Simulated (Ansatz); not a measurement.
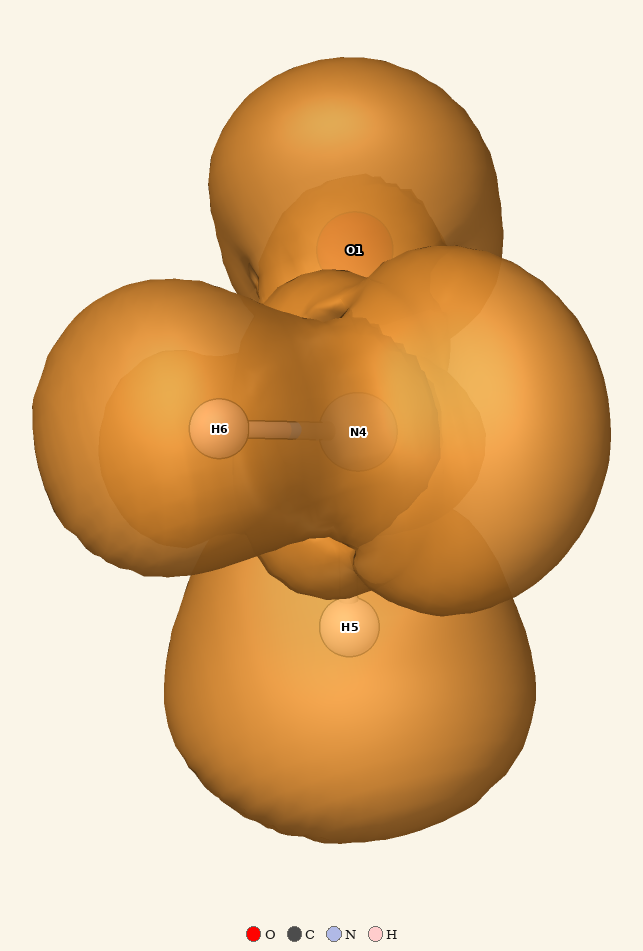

C2H2NO (doublet). Isosurface of the electron localisation function at 0.75 (orange), seen at an oblique angle. Only the valence region is drawn (cores and ρ < 0.01 e/Å³ removed).

Method: UKS r2SCAN/def2-SVP in Ansatz 0.2.0.

Input file:

```
crystal:
  periodic: [false, false, false]
  atoms:
    - { symbol: O, position_ang: [-1.24502, -0.91794, -0.62652] }
    - { symbol: C, position_ang: [-0.58319, 0.07815, -0.33656] }
    - { symbol: C, position_ang: [0.79509, -0.08099, 0.39632] }
    - { symbol: "N", position_ang: [-0.07197, 0.30944, 1.16391] }
    - { symbol: H, position_ang: [-0.68443, 1.04258, -0.84028] }
    - { symbol: H, position_ang: [0.18875, 0.45867, 2.15958] }
magnetization:
  spin_polarized: true
  initial_magnetization: 1
basis:
  gaussian: { orbitals: def2-SVP }
hamiltonian:
  xc: r2scan
relax:
  f_tol: 0.02
  max_steps: 50
output:
  orbitals: {}
```

Command:

```sh
ansatz run input.yaml --threads 2 --pin off --max-ram 3072MiB --backend cpu --events-out ev --progress --plain --runs-dir out
```

The fields are those of the relaxed geometry.

### What do the ELF domains correspond to?

At this value the surface marks out one region between bonded C–C atoms (shared pairs), one region around a hydrogen nucleus, one region on O in which the atom's valence shell and bonds are merged and one joined region spread over several atoms (H, N), in which their bonds and any lone pairs are merged.

Values along the shortest contacts:
C–N (1.22 Å): the ELF peaks at about 0.90 between the atoms; a short, multiple covalent bond. C–O (1.24 Å): the ELF peaks at about 0.90 between the atoms; a polar covalent bond.
